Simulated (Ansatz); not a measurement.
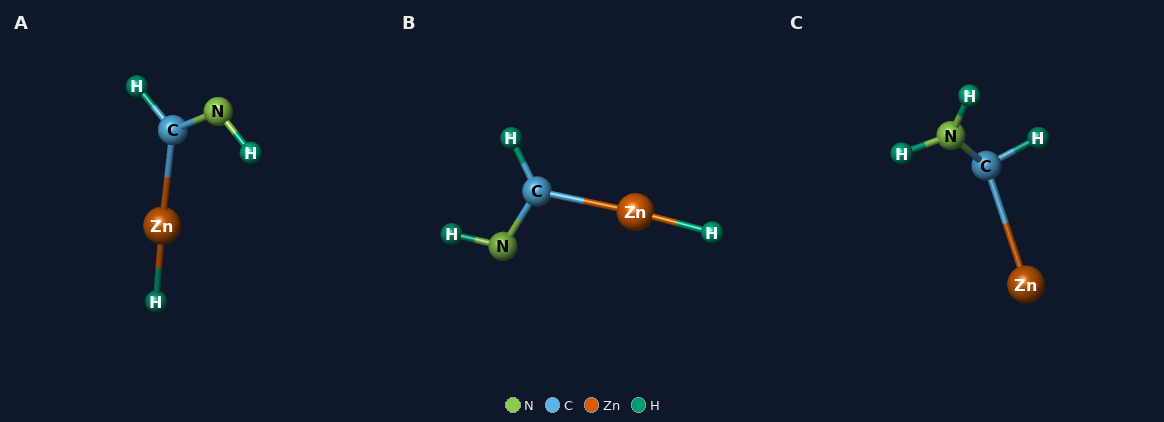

3 stationary structures of one formula. Geometries: PBE0-D4/def2-TZVP. Electronic energies: B3LYP-D4/def2-TZVPP (Ansatz 0.2.0), without zero-point energy. No frequency run is at hand to confirm each as a minimum.

**Which is lowest in energy, and by how much?**

B is lowest (Cs); A lies 2.5 kJ/mol above it (Cs), C lies 56.4 kJ/mol above it (C1).
